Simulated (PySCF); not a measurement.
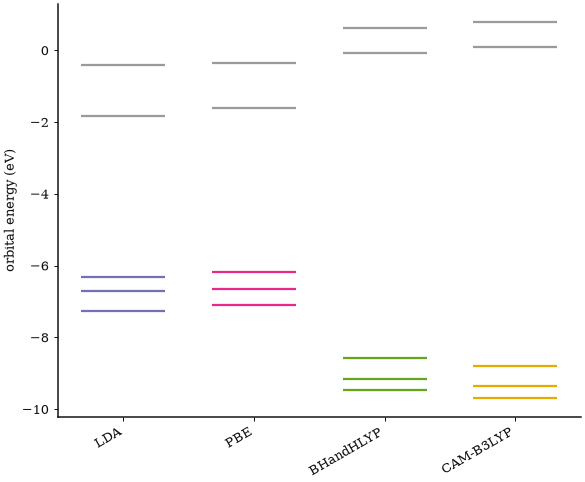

Frontier orbital energies of C₄H₉Al, SMILES [CH3][AlH][CH]1CC1, singlet at one geometry, def2-SVPD, PySCF 2.14.0, at a PBE0-D3(BJ)/def2-SVP geometry (no frequency check). Empty levels are grey, levels within 0.1 eV stand side by side; all columns show the same few orbitals around the gap.

Compare the HOMO-LUMO separations.

The separation grows from 4.47 eV (LDA) to 8.86 eV (CAM-B3LYP).

| level | HOMO (eV) | LUMO (eV) | separation (eV) |
| --- | --- | --- | --- |
| LDA | −6.31 | −1.84 | 4.47 |
| PBE | −6.19 | −1.61 | 4.58 |
| BHandHLYP | −8.57 | −0.07 | 8.50 |
| CAM-B3LYP | −8.78 | 0.08 | 8.86 |

Limits of at least one run: empty levels above zero depend strongly on the basis; one conformer of a flexible molecule.
